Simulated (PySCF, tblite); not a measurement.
# C₅H₅F₃O₂: a rotation path, then NMR shifts on frames

Aim: move C₅H₅F₃O₂ (`O=C(O)/C=C\CC(F)(F)F`) away from its starting geometry and see how NMR shifts follow the geometry.

Programs: tblite 0.8.0 and PySCF 2.14.0, with density-fitted response routines of our own. Each step states its level of theory. These are calculated values for one molecule in the gas phase, unless marked as measured. Atoms are numbered from 0 throughout.

## Step 1: The molecule as given

15 atoms, charge 0, multiplicity 1; geometry from: GFN2-xTB.

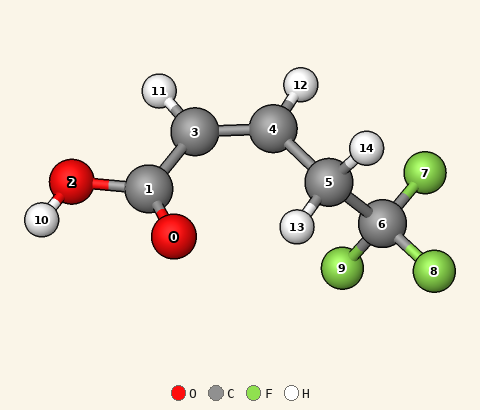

As it starts; oxygen red, carbon grey, fluorine green, hydrogen white, atoms numbered.

## Step 2: A band between two rotamers with GFN2-xTB

The job: settings as JSON, then the geometry in Å.

```
{"job": {"kind": "neb", "xc": "GFN2-xTB", "basis": "xTB", "atoms": [4, 5, 6, 9], "turn": 120}, "charge": 0, "multiplicity": 1}
O      1.660513     1.004504    -1.197432
C      1.919565    -0.082552    -0.741954
O      3.007084    -0.769828    -1.109518
C      1.139424    -0.836999     0.257943
C     -0.055258    -0.489953     0.729631
C     -0.827651     0.729589     0.337331
C     -2.190214     0.335052    -0.204212
F     -2.918714    -0.354947     0.690120
F     -2.922662     1.404151    -0.545142
F     -2.103625    -0.437540    -1.295116
H      3.510734    -0.277701    -1.776928
H      1.618449    -1.746306     0.588727
H     -0.545212    -1.132364     1.450959
H     -0.299264     1.298764    -0.429298
H     -0.997582     1.364121     1.211666
```

Method: GFN2-xTB climbing-image nudged elastic band, gas phase.

Command:

```
> OMP_NUM_THREADS=1 python probes_run.py task.json out
```

This one command runs all jobs of the session in turn.

The program printed:

```text
image   E - E0 / eV
  0      -0.0000
  1       0.0144
  2       0.0479
  3       0.0814
  4       0.0976
  5       0.0869
  6       0.0543
  7       0.0179
  8       0.0001
```

It took 2.6 s on 1 thread of Arm Neoverse V1, shared host; peak memory 0.18 GiB.

The final band, with the dihedral C4–C5–C6–F9:

```tsv
image	dihedral (°)	energy (eV)	energy (kcal/mol)
0	-61	0.000	0.0
1	-46	0.014	0.3
2	-31	0.048	1.1
3	-16	0.081	1.9
4	-1	0.098	2.3
5	14	0.087	2.0
6	29	0.054	1.3
7	44	0.018	0.4
8	59	0.000	0.0
```

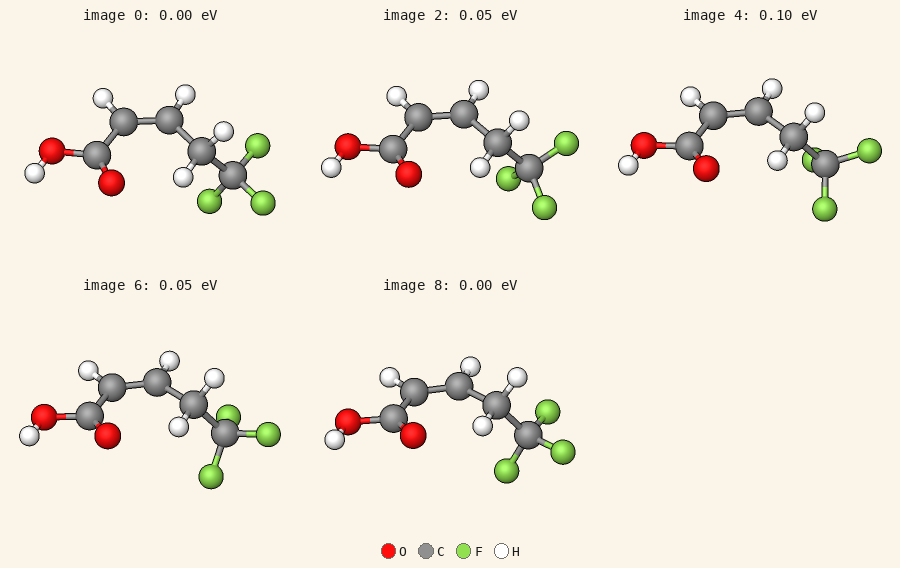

Images along the band.

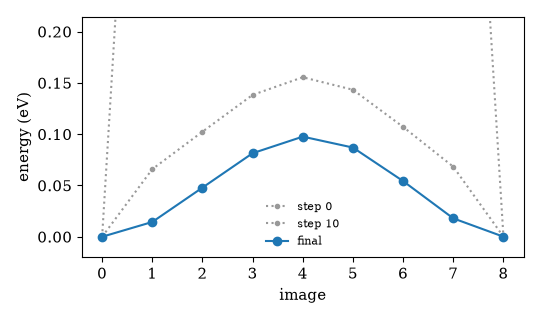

Energy along the band, early and final.

## Step 3: NMR shieldings: image 0, PBE0/pcSseg-1

The job: settings as JSON, then the geometry in Å.

```
{"job": {"kind": "nmr", "xc": "PBE0", "basis": "pcSseg-1", "pop": false}, "charge": 0, "multiplicity": 1}
O      1.660500     1.004500    -1.197400
C      1.919600    -0.082600    -0.742000
O      3.007100    -0.769800    -1.109500
C      1.139400    -0.837000     0.257900
C     -0.055300    -0.490000     0.729600
C     -0.827700     0.729600     0.337300
C     -2.190200     0.335100    -0.204200
F     -2.918700    -0.354900     0.690100
F     -2.922700     1.404200    -0.545100
F     -2.103600    -0.437500    -1.295100
H      3.510700    -0.277700    -1.776900
H      1.618400    -1.746300     0.588700
H     -0.545200    -1.132400     1.451000
H     -0.299300     1.298800    -0.429300
H     -0.997600     1.364100     1.211700
```

Method: GIAO PBE0/pcSseg-1 NMR shielding, non-relativistic, gas phase.

The program printed:

```text
coarse grid: 13960 points
cycle   1  E = -642.4490677978  dE =  1.815e+00  |g| = 1.234e+00  |ddm| = 3.517e+00
cycle   2  E = -642.0147902447  dE =  4.343e-01  |g| = 2.018e+00  |ddm| = 2.047e+00
cycle   3  E = -642.6950144828  dE = -6.802e-01  |g| = 3.373e-01  |ddm| = 1.491e+00
cycle   4  E = -642.7151076575  dE = -2.009e-02  |g| = 9.208e-02  |ddm| = 2.674e-01
cycle   5  E = -642.7164054162  dE = -1.298e-03  |g| = 2.630e-02  |ddm| = 6.679e-02
cycle   6  E = -642.7165560979  dE = -1.507e-04  |g| = 7.189e-03  |ddm| = 2.505e-02
cycle   7  E = -642.7165663842  dE = -1.029e-05  |g| = 3.072e-03  |ddm| = 7.197e-03
cycle   8  E = -642.7165686175  dE = -2.233e-06  |g| = 4.878e-04  |ddm| = 2.558e-03
final grid: 140128 points
cycle   9  E = -642.8158212423  dE = -4.524e-05  |g| = 1.190e-02  |ddm| = 2.829e-02
cycle  10  E = -642.8157810702  dE =  4.017e-05  |g| = 1.917e-02  |ddm| = 2.001e-02
cycle  11  E = -642.8158469049  dE = -6.583e-05  |g| = 2.395e-03  |ddm| = 1.299e-02
cycle  12  E = -642.8158479359  dE = -1.031e-06  |g| = 4.604e-04  |ddm| = 1.777e-03
cycle  13  E = -642.8158479677  dE = -3.185e-08  |g| = 1.652e-04  |ddm| = 3.772e-04
cycle  14  E = -642.8158479733  dE = -5.574e-09  |g| = 4.201e-05  |ddm| = 1.338e-04
cycle  15  E = -642.8158479736  dE = -3.208e-10  |g| = 1.695e-05  |ddm| = 4.006e-05
converged SCF energy = -642.8158479736

GIAO shielding tensors (ppm)
atom      isotropic    diamagn.    paramagn.     s11        s22        s33       span
  0 O      -82.918     405.802    -488.719   -289.728   -232.137    273.112    562.840
  1 C       15.627     249.972    -234.345    -81.629     51.440     77.071    158.700
  2 O      115.347     389.225    -273.878    -28.066    135.208    238.899    266.965
  3 C       57.459     254.198    -196.739    -47.766     71.297    148.846    196.612
  4 C       33.756     257.408    -223.652    -85.259     24.854    161.673    246.932
  5 C      149.859     249.800     -99.941    127.427    146.134    176.017     48.590
  6 C       52.192     244.662    -192.469     49.156     51.295     56.126      6.970
  7 F      256.926     473.732    -216.806    166.843    261.548    342.387    175.544
  8 F      248.027     470.099    -222.072    159.381    244.652    340.049    180.669
  9 F      250.249     476.003    -225.754    163.905    254.451    332.392    168.487
 10 H       25.418      29.043      -3.626     20.622     22.675     32.956     12.334
 11 H       25.380      31.030      -5.650     22.716     24.165     29.259      6.543
 12 H       24.765      31.660      -6.895     21.924     23.284     29.086      7.163
 13 H       25.772      30.879      -5.108     19.376     25.082     32.858     13.483
 14 H       29.065      29.207      -0.142     25.404     27.824     33.967      8.563
```

Run time: 35 s. Hardware: 1 thread of Arm Neoverse V1, shared host; peak memory 0.85 GiB.

Shifts follow as δ = σ(reference) − σ, with reference shieldings (ppm) from runs at the same level and on the same kind of geometry: 1H TMS 31.72, 13C TMS 186.9, 19F CFCl3 170.9, 17O H2O 336.1. The references are single molecules in the gas phase, so shifts against H2O, NH3, PH3, H3PO4 or CFCl3 are not on the usual liquid scales and can be off by tens of ppm. Each atom is listed at this fixed geometry, with no averaging over motion; a spectrum would average atoms that exchange fast.

```tsv
atoms	environment	σ (ppm)	δ (ppm)
C1	carboxylic acid carbon	15.6	171.3
C4	β carbon of a C=C–C=O unit	33.8	153.2
C6	CF3 carbon	52.2	134.7
C3	α carbon of a C=C–C=O unit	57.5	129.5
C5	allylic sp3 CH2	149.9	37.1
H12	hydrogen on a β carbon of a C=C–C=O unit	24.76	6.95
H11	hydrogen on an α carbon of a C=C–C=O unit	25.38	6.34
H10	hydrogen on an acid hydroxyl oxygen	25.42	6.30
H13	hydrogen on an allylic sp3 CH2	25.77	5.95
H14	hydrogen on an allylic sp3 CH2	29.06	2.65
O0	carbonyl oxygen	-82.9	419.0
O2	acid hydroxyl oxygen	115.3	220.7
F8	fluorine of a CF3 group	248.0	-77.1
F9	fluorine of a CF3 group	250.2	-79.3
F7	fluorine of a CF3 group	256.9	-86.0
```

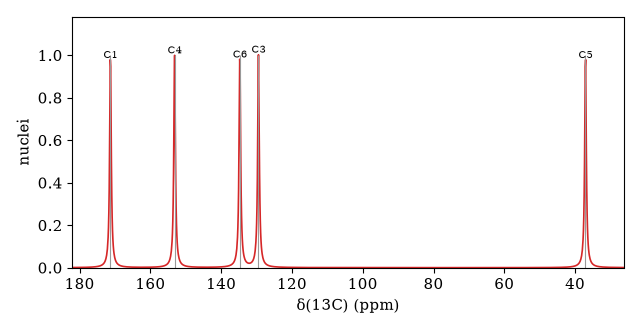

13C lines at the computed shifts, without couplings. Lines are broadened to a width of 0.54 ppm (Lorentzian).

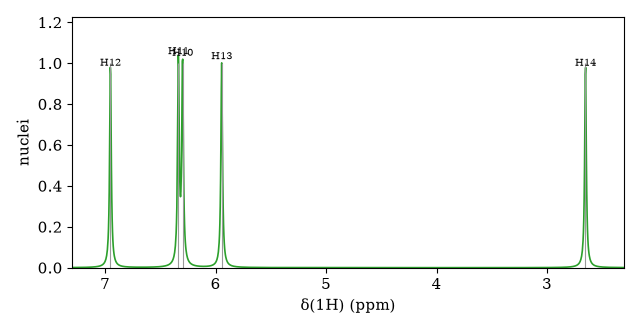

1H lines at the computed shifts, without couplings. Lines are broadened to a width of 0.02 ppm (Lorentzian).

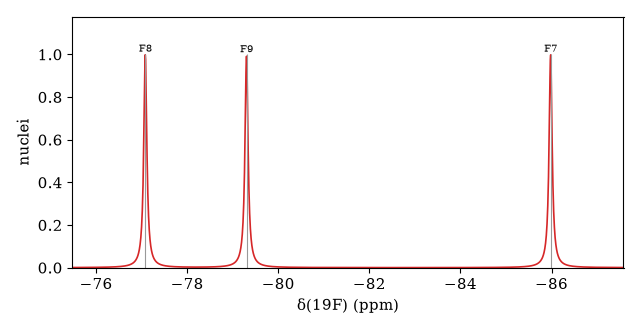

19F lines at the computed shifts, without couplings. Lines are broadened to a width of 0.08 ppm (Lorentzian).

Orbitals, density, ELF and potential are computed afterwards from the orbital file.

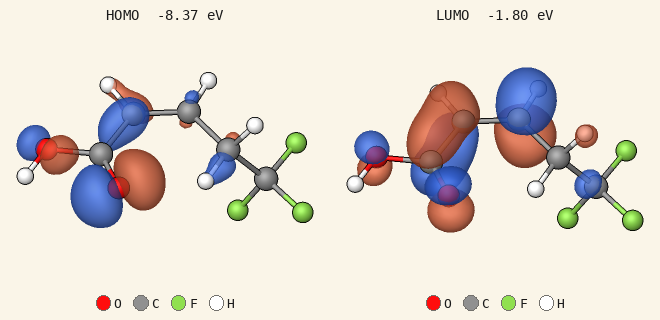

PBE0/pcSseg-1 orbitals near the gap, drawn at the value that encloses 70 % of each; the two colours are the two signs.

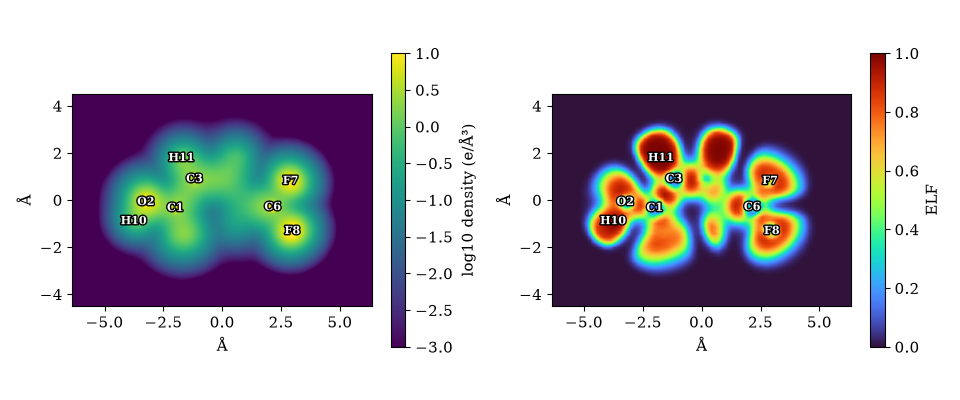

Density (left) and ELF (right) in a plane through or near 8 of the atoms.

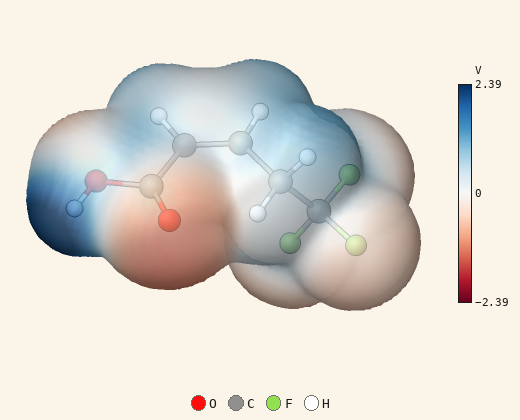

Electrostatic potential on the surface of density 0.002 e/bohr³; red is low, blue high. It runs, from the 1st to the 99th percentile, from -1.24 V near O0 to 2.39 V near H10.

## Step 4: NMR shieldings: image 2, PBE0/pcSseg-1

The job: settings as JSON, then the geometry in Å.

```
{"job": {"kind": "nmr", "xc": "PBE0", "basis": "pcSseg-1", "pop": false}, "charge": 0, "multiplicity": 1}
O      1.675200     1.089000    -1.111200
C      1.924100    -0.032900    -0.743400
O      3.013800    -0.691600    -1.155700
C      1.134300    -0.865300     0.186500
C     -0.058500    -0.556100     0.687600
C     -0.828200     0.692100     0.390700
C     -2.195900     0.339600    -0.179700
F     -3.122300     0.176900     0.780300
F     -2.661700     1.291300    -0.997400
F     -2.186800    -0.800800    -0.886400
H      3.531800    -0.147200    -1.769900
H      1.608100    -1.803900     0.432400
H     -0.552900    -1.259700     1.346500
H     -0.292200     1.318200    -0.324900
H     -0.993100     1.258300     1.311500
```

Level: GIAO PBE0/pcSseg-1 NMR shielding, non-relativistic, gas phase.

The program printed:

```text
coarse grid: 13960 points
cycle   1  E = -642.4454697079  dE =  1.813e+00  |g| = 1.236e+00  |ddm| = 3.518e+00
cycle   2  E = -642.0105025099  dE =  4.350e-01  |g| = 2.022e+00  |ddm| = 2.039e+00
cycle   3  E = -642.6927817230  dE = -6.823e-01  |g| = 3.362e-01  |ddm| = 1.482e+00
cycle   4  E = -642.7127324777  dE = -1.995e-02  |g| = 9.240e-02  |ddm| = 2.675e-01
cycle   5  E = -642.7140418583  dE = -1.309e-03  |g| = 2.621e-02  |ddm| = 6.694e-02
cycle   6  E = -642.7141917344  dE = -1.499e-04  |g| = 7.052e-03  |ddm| = 2.468e-02
cycle   7  E = -642.7142015574  dE = -9.823e-06  |g| = 3.052e-03  |ddm| = 7.090e-03
final grid: 140128 points
cycle   8  E = -642.8126373727  dE = -3.910e-05  |g| = 1.288e-02  |ddm| = 2.858e-02
cycle   9  E = -642.8125761128  dE =  6.126e-05  |g| = 2.182e-02  |ddm| = 2.373e-02
cycle  10  E = -642.8126697478  dE = -9.364e-05  |g| = 2.170e-03  |ddm| = 1.569e-02
cycle  11  E = -642.8126705842  dE = -8.364e-07  |g| = 4.709e-04  |ddm| = 1.585e-03
cycle  12  E = -642.8126706152  dE = -3.103e-08  |g| = 2.031e-04  |ddm| = 4.203e-04
cycle  13  E = -642.8126706238  dE = -8.657e-09  |g| = 6.516e-05  |ddm| = 1.801e-04
cycle  14  E = -642.8126706248  dE = -9.120e-10  |g| = 1.323e-05  |ddm| = 5.227e-05
converged SCF energy = -642.8126706248

GIAO shielding tensors (ppm)
atom      isotropic    diamagn.    paramagn.     s11        s22        s33       span
  0 O      -82.716     405.835    -488.551   -290.241   -231.221    273.315    563.556
  1 C       15.589     249.916    -234.327    -81.870     51.728     76.910    158.780
  2 O      114.963     389.216    -274.253    -28.056    133.751    239.193    267.250
  3 C       58.747     254.252    -195.505    -45.321     72.468    149.094    194.415
  4 C       33.647     257.141    -223.495    -86.501     24.112    163.329    249.830
  5 C      148.868     250.610    -101.742    126.845    140.672    179.087     52.242
  6 C       52.247     243.792    -191.546     49.166     52.515     55.059      5.893
  7 F      245.193     471.788    -226.595    162.972    231.874    340.734    177.763
  8 F      240.777     471.089    -230.312    161.073    225.423    335.835    174.762
  9 F      249.103     476.242    -227.139    167.901    252.390    327.018    159.117
 10 H       25.410      29.047      -3.637     20.581     22.685     32.964     12.383
 11 H       25.426      31.014      -5.587     22.741     24.210     29.328      6.587
 12 H       24.815      31.578      -6.763     22.014     23.591     28.841      6.828
 13 H       25.693      31.208      -5.515     19.122     25.168     32.790     13.668
 14 H       28.906      29.282      -0.377     25.257     27.984     33.475      8.218
```

It took 26 s on 1 thread of Arm Neoverse V1, shared host; peak memory 0.85 GiB.

This run: δ C1 171.3, C4 153.3, C6 134.7, C3 128.2, H12 6.90, H10 6.31 ppm.

[end of part 1 of 2]
